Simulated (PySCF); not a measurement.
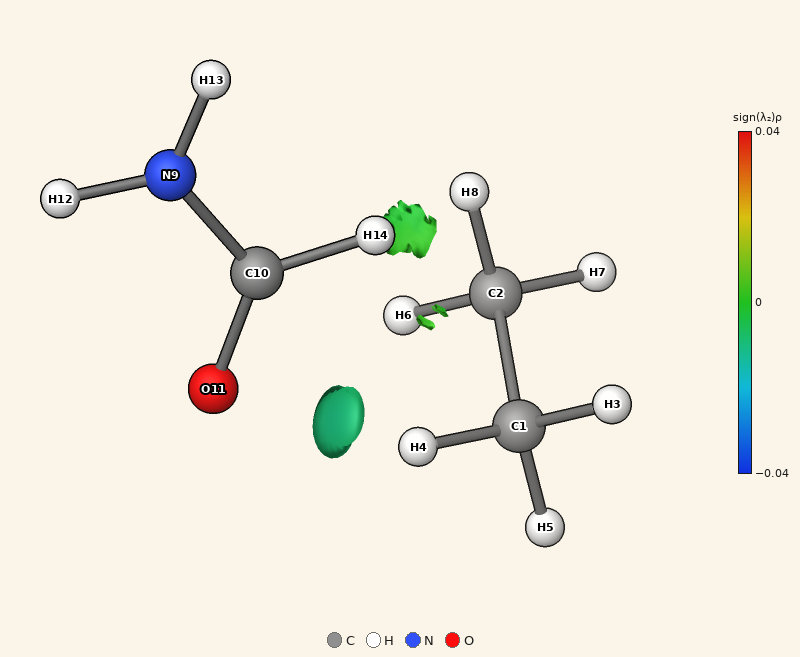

*C₃H₉NO, SMILES `CC.NC=O`. Non-covalent interaction surfaces between the fragments (reduced density gradient s = 0.5, coloured by sign(λ₂)ρ in a.u.; trimmed to the region between the fragments where ρ is under 0.06 a.u.). Fragment A: H6C2 (atoms 1–8); fragment B: H3CNO.*

PySCF calculation, PBE/6-31+G*, gas phase; geometry: GFN2-xTB.

The calculation's input:

```python
import numpy as np
from pyscf import gto, scf, dft
from pyscf.scf import atom_ks, atom_hf
from scipy.linalg import block_diag
from pyscf.dispersion import dftd3

def solve(mol, dm0=None, hcore=None):
    mf = (dft.UKS if mol.spin else dft.RKS)(mol, xc='pbe')
    mf.grids.level = 3
    mf = mf.density_fit(auxbasis='def2-universal-jkfit')
    mf.conv_tol, mf.max_cycle = 1e-8, 80
    if hcore is not None:
        mf.get_hcore = lambda *args: hcore
    mf.kernel(dm0)
    if not mf.converged:
        mf = mf.newton().run(mf.mo_coeff, mf.mo_occ, max_cycle=30)
    assert mf.converged, 'SCF not converged'
    return mf

mol = gto.M(atom='''
C     -2.27708    -0.54651    -0.37683
C     -2.59852     0.76727     0.32032
H     -2.20706    -0.40188    -1.45333
H     -1.33191    -0.94738    -0.01928
H     -3.05619    -1.28033    -0.18295
H     -2.67118     0.61923     1.39523
H     -3.54451     1.17233    -0.03428
H     -1.81937     1.50320     0.13177
N      2.68021     0.58172    -0.06149
C      1.49728    -0.03805    -0.22792
O      1.12189    -0.98347     0.41262
H      3.31023     0.24264     0.64828
H      2.95900     1.36945    -0.61733
H      0.89434     0.42226    -1.03214
''', basis='6-31+g*', charge=0, spin=0, verbose=4)
mol_a = gto.M(atom='''
C     -2.27708    -0.54651    -0.37683
C     -2.59852     0.76727     0.32032
H     -2.20706    -0.40188    -1.45333
H     -1.33191    -0.94738    -0.01928
H     -3.05619    -1.28033    -0.18295
H     -2.67118     0.61923     1.39523
H     -3.54451     1.17233    -0.03428
H     -1.81937     1.50320     0.13177
ghost-N      2.68021     0.58172    -0.06149
ghost-C      1.49728    -0.03805    -0.22792
ghost-O      1.12189    -0.98347     0.41262
ghost-H      3.31023     0.24264     0.64828
ghost-H      2.95900     1.36945    -0.61733
ghost-H      0.89434     0.42226    -1.03214
''', basis='6-31+g*', charge=0, spin=0, verbose=4)
mol_b = gto.M(atom='''
ghost-C     -2.27708    -0.54651    -0.37683
ghost-C     -2.59852     0.76727     0.32032
ghost-H     -2.20706    -0.40188    -1.45333
ghost-H     -1.33191    -0.94738    -0.01928
ghost-H     -3.05619    -1.28033    -0.18295
ghost-H     -2.67118     0.61923     1.39523
ghost-H     -3.54451     1.17233    -0.03428
ghost-H     -1.81937     1.50320     0.13177
N      2.68021     0.58172    -0.06149
C      1.49728    -0.03805    -0.22792
O      1.12189    -0.98347     0.41262
H      3.31023     0.24264     0.64828
H      2.95900     1.36945    -0.61733
H      0.89434     0.42226    -1.03214
''', basis='6-31+g*', charge=0, spin=0, verbose=4)
ab, a, b = solve(mol), solve(mol_a), solve(mol_b)
e_int = ab.e_tot - a.e_tot - b.e_tot
print('counterpoise-corrected interaction energy / kcal/mol', e_int * 627.5095)
def disp(atoms, charge):
    m = gto.M(atom=atoms, charge=charge, basis='sto-3g', spin=None, unit='Bohr', verbose=0)
    return dftd3.DFTD3Dispersion(m, xc='pbe', version='d3bj').get_dispersion()['energy']
e_disp = disp(mol._atom, mol.charge) - disp(mol._atom[:8], mol_a.charge) - disp(mol._atom[8:], mol_b.charge)
print('D3(BJ) part / kcal/mol', e_disp * 627.5095)
# spherically averaged free atoms, for the promolecule
atm = atom_ks.get_atm_nrks(mol, xc='pbe')
pro = block_diag(*[(atm[a[0]][2] * atm[a[0]][3]) @ atm[a[0]][2].T for a in mol._atom])
np.savez('result.npz', e_int=e_int, e_disp=e_disp, dm_a=a.make_rdm1(), dm_b=b.make_rdm1(), c=ab.mo_coeff, occ=ab.mo_occ, eps=ab.mo_energy, pro=pro, d=[f.dip_moment(verbose=0) for f in (ab, a, b)])
```

Command:

```sh
OMP_NUM_THREADS=1 python input.py
```

The run took 44 s on 1 thread of Arm Neoverse V2, with other jobs on the host, peak memory 0.44 GiB.

Partitions, critical points and surface values were worked out afterwards from this run's density.

Q: Which interactions hold the two fragments together?

A: Bond critical points between the fragments: H4···O11, weak C–H hydrogen bond, 2.49 Å, ρ = 0.009 a.u. It is weak and appears green, as weak hydrogen bonds do. The pose is a local one from a semi-empirical search, not shown to be the most stable.

Q: How strongly are they bound?

A: The counterpoise-corrected interaction energy of the frozen fragments is −0.4 kcal/mol without dispersion correction and −1.3 kcal/mol with D3(BJ). The pair geometry is semi-empirical, not a minimum at this level.
